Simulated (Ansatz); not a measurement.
# A hypothetical structure for Na4SrIn, part 2 of 2

This structure for Na4SrIn is made up. Its elements were placed in a known structure type with a cell scaled to their sizes. What cell does the guess relax to, and how far off was it?

Ansatz 0.2.0; DFT, r2SCAN, plane-wave PAW, files of the set soft_1, scalar-relativistic, no spin, cell and ions relaxed at zero pressure; PAW set soft_1 (the session's first sound run).

So far: The structure; Relaxing cell and atoms. The relaxed cell has a = 9.213 Å (conventional setting).

## (3) Bands of the relaxed cell

With the geometry fixed, one more self-consistent run, with a narrower smearing and the mesh shown in its input, gives the bands, and its pressure, and its forces where symmetry allows any, show how far the geometry depends on these settings.

This step: DFT, r2SCAN, plane-wave PAW, files of the set soft_1, scalar-relativistic, no spin, bands and density of states at the relaxed cell; PAW set soft_1 (Ansatz 0.2.0).

The input, input.yaml:

```yaml
crystal:
  lattice:
    - [0.0, 4.6063986854, 4.6063986854]
    - [4.6063986854, 0.0, 4.6063986854]
    - [4.6063986854, 4.6063986854, 0.0]
  atoms:
    - { symbol: In, position: [0.25, 0.25, 0.25] }
    - { symbol: Sr, position: [0.0, 0.0, 0.0] }
    - { symbol: Na, position: [0.6234059508, 0.6234059508, 0.1297821475] }
    - { symbol: Na, position: [0.6234059508, 0.1297821475, 0.6234059508] }
    - { symbol: Na, position: [0.6234059508, 0.6234059508, 0.6234059508] }
    - { symbol: Na, position: [0.1297821475, 0.6234059508, 0.6234059508] }
kpoints:
  mp_grid: { grid: [6, 6, 6] }
  band_path:
    path:
      - [[0.0, 0.0, 0.0], [0.5, 0.0, 0.5], [0.5, 0.25, 0.75], [0.375, 0.375, 0.75], [0.0, 0.0, 0.0], [0.5, 0.5, 0.5], [0.625, 0.25, 0.625], [0.5, 0.25, 0.75], [0.5, 0.5, 0.5], [0.375, 0.375, 0.75]]
      - [[0.625, 0.25, 0.625], [0.5, 0.0, 0.5]]
    npoints: 8
scf:
  occupations: { method: fermi_dirac, width: 0.03 }
  n_extra_bands: 10
hamiltonian:
  xc: r2scan
  pseudopotentials: { kind: paw, azcp: { folder: soft_1 } }
output:
  forces: true
  stress: true
  write_bands: true
  dos: { projected: true }
  write_density: true
  write_potential: true
  elf: true
  volumetric_format: npy
```

Run with:

```sh
$ ansatz run input.yaml --threads 4 --pin off --max-ram 10240MiB --backend cpu --events-out ev --progress --plain --runs-dir out
```

Numbers of over 12 decimals in the logs are rounded to 6 here.

Output:

```text
[...]
Crystal: 6 atoms, lattice volume = 195.486 Å³
Basis set: ecut = 500 eV, 4957 PW (Γ), exchange–correlation on 192×192×192 points (64 copies of the dense FFT grid, shifted against one another)
Bands: 40, of which v1, the nominal top of the filled ones, is band 30 counted from 1 (29 counted from 0)
Symmetry: 24 space group operations
[...]
k-points: 16 of 216 (time reversal used)
[...]
SCF iter   1: F=—  HF=-15122.459478 eV  |F-HF|=—  |Δ(HF+E_count)|=         —  Δρ=2.90e-2  dr2=3.34e0  dr2_τ=9.65e-3  ethr=3.10e-3  ⟨swp⟩=8.7  Hψ=3214  notcnv=0
[...]
SCF iter   8: F=-15121.576774 eV  HF=-15121.576774 eV  |F-HF|=3.09e-8  |Δ(HF+E_count)|=   4.09e-7  Δρ=3.14e-6  dr2=3.27e-8  dr2_τ=5.22e-10  ethr=1.69e-10  ⟨swp⟩=19.2  Hψ=5778  notcnv=0
SCF 1 converged in 8 iterations: F = -15121.576774 eV  dr2 = 3.27e-8
[...]
NSCF: frozen V_eff on 82 k-points
SCF converged after 8 iterations
Free energy (F): -15121.576774 eV
[...]
Internal energy: -15121.566576 eV  (E = F + TS)
E sigma→0 (E₀):  -15121.571675 eV
Entropy (-TS):   -0.010198 eV (-1.700 meV/atom)
Fermi energy:    4.431553 eV
[...]
--- Forces (eV/Å), atoms counted from 1 ---
  atom   1  In    -0.00000000     0.00000000    -0.00000000
  atom   2  Sr     0.00000000    -0.00000000     0.00000000
  atom   3  Na     0.01214163     0.01214163    -0.01214163
  atom   4  Na     0.01214163    -0.01214163     0.01214163
  atom   5  Na    -0.01214163    -0.01214163    -0.01214163
  atom   6  Na    -0.01214163     0.01214163     0.01214163
  max |Σ_I F_I| component: 1.42e-16 eV/Å
--- Stress (GPa, compression-positive) ---
        0.090579       0.000000       0.000000
       -0.000000       0.090579       0.000000
       -0.000000       0.000000       0.090579
  P = ⅓ Tr σ = 0.0906 GPa (0.906 kbar)
--- Band table (eV; the first three rows and the last of 16) ---
  k-point 0: bands = [... 26 lower, 3.3678, 4.0480, 4.0480, 4.0480, 5.9974, 5.9974, 6.0082, 6.3228, ... 6 higher]
  k-point 1: bands = [... 26 lower, 2.6988, 4.0385, 4.0385, 4.5232, 5.6635, 5.7522, 5.7522, 6.1439, ... 6 higher]
  k-point 2: bands = [... 26 lower, 1.9263, 4.0097, 4.0097, 4.3760, 5.3647, 5.5057, 5.5057, 6.4972, ... 6 higher]
  k-point 15: bands = [... 26 lower, 2.1319, 2.6717, 2.8009, 4.3505, 5.3142, 5.9415, 6.4099, 6.5947, ... 6 higher]
```

Run time: 18 s. Hardware: 4 threads of Arm Neoverse V1, shared host; peak memory 1.2 GiB; 69 s of CPU time.

This step gave:

```
free energy             : -15121.5768 eV
energy at zero smearing : -15121.5717 eV
smearing term TS        : 0.01020 eV
Fermi energy            : 4.432 eV
pressure                : 0.09058 GPa
```

From bands.tsv, the bands that come nearest the Fermi level along the path, at its corners, in eV from the Fermi level:

| point | band 27 | band 28 | band 29 | band 30 | band 31 | band 32 | band 33 | band 34 |
| --- | --- | --- | --- | --- | --- | --- | --- | --- |
| Γ | -1.06 | -0.38 | -0.38 | -0.38 | 1.57 | 1.57 | 1.58 | 1.89 |
| X | -2.53 | -1.34 | -0.91 | -0.91 | -0.09 | 2.14 | 2.14 | 2.22 |
| W | -2.08 | -1.95 | -1.84 | 0.25 | 1.18 | 1.50 | 1.51 | 2.17 |
| K | -2.27 | -2.11 | -0.77 | -0.68 | 1.04 | 1.70 | 1.92 | 2.13 |
| Γ | -1.06 | -0.38 | -0.38 | -0.38 | 1.57 | 1.57 | 1.58 | 1.89 |
| L | -2.86 | -0.44 | -0.44 | -0.18 | 0.65 | 1.00 | 1.00 | 2.10 |
| U | -2.27 | -2.11 | -0.77 | -0.68 | 1.04 | 1.70 | 1.92 | 2.13 |
| W | -2.08 | -1.95 | -1.84 | 0.25 | 1.18 | 1.50 | 1.51 | 2.17 |
| L | -2.86 | -0.44 | -0.44 | -0.18 | 0.65 | 1.00 | 1.00 | 2.10 |
| K | -2.27 | -2.11 | -0.77 | -0.68 | 1.04 | 1.70 | 1.92 | 2.13 |
| U | -2.27 | -2.11 | -0.77 | -0.68 | 1.04 | 1.70 | 1.92 | 2.13 |
| X | -2.53 | -1.34 | -0.91 | -0.91 | -0.09 | 2.14 | 2.14 | 2.22 |

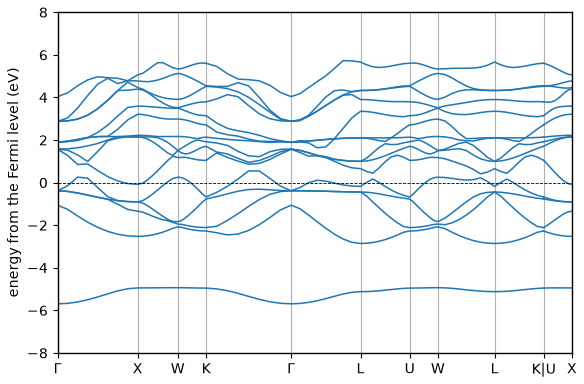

Bands along the path. 25 bands lie wholly below the window drawn.

States per cell as run, both spins, in windows of 1 eV, from dos.tsv (zero at the Fermi level): Near the top, bands beyond those computed are missing, so counts there can be too low.

| from | to | total |
| --- | --- | --- |
| -8 | -7 | 0.00 |
| -7 | -6 | 0.00 |
| -6 | -5 | 1.61 |
| -5 | -4 | 0.39 |
| -4 | -3 | 0.00 |
| -3 | -2 | 1.87 |
| -2 | -1 | 1.97 |
| -1 | 0 | 3.27 |
| 0 | 1 | 2.62 |
| 1 | 2 | 5.10 |
| 2 | 3 | 4.36 |
| 3 | 4 | 2.92 |

Below -8 eV lie 50.0 more states.

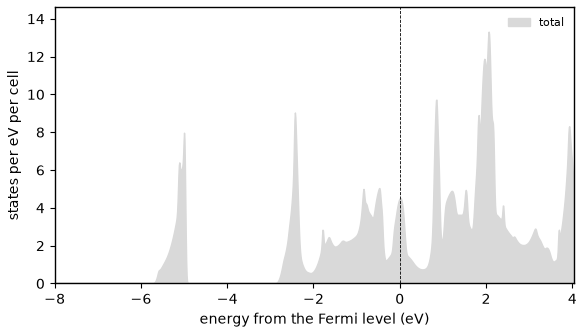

Total density of states, smoothed over about 0.04 eV.

## (4) What came out

```
space group, relaxed : F-43m
conventional cell    : a = 9.213, b = 9.213, c = 9.213 Å; α = 90.0°, β = 90.0°, γ = 90.0°
volume per atom      : 32.58 Å³ (guess 30.86)
```

**Reading.** Na4SrIn relaxes to F-43m with a = 9.213, b = 9.213 and c = 9.213 Å. The guessed volume was 5 % too small. The space group F-43m was held in the relaxation, so the end point is a stationary structure within it and may be a saddle against distortions or other arrangements. Bands cross the Fermi level, so it is a metal or semimetal at this level. The electron count is odd, which forces that without spin polarisation or a larger cell. On the 6×6×6 mesh with the narrower smearing (relaxed on 5×5×5) the largest force component is 0.012 eV/Å and the largest stress component is 0.091 GPa, against the relaxation's thresholds of 0.015 eV/Å and 0.05 GPa. The cutoff wasn't tested. No dispersion term is used, so weakly bound directions may come out too long. Nothing here tests whether the compound is stable against decomposition.

[Logs are printed without paths, hosts, clocks, repeated set-up lines and the standing remarks that a program may print on its own settings, such as how far it seeks lower states.]

[Hosts, paths, dates, database ids (printed as entryN), source tags and the programs' standing remarks are cut or masked in the printed files.]
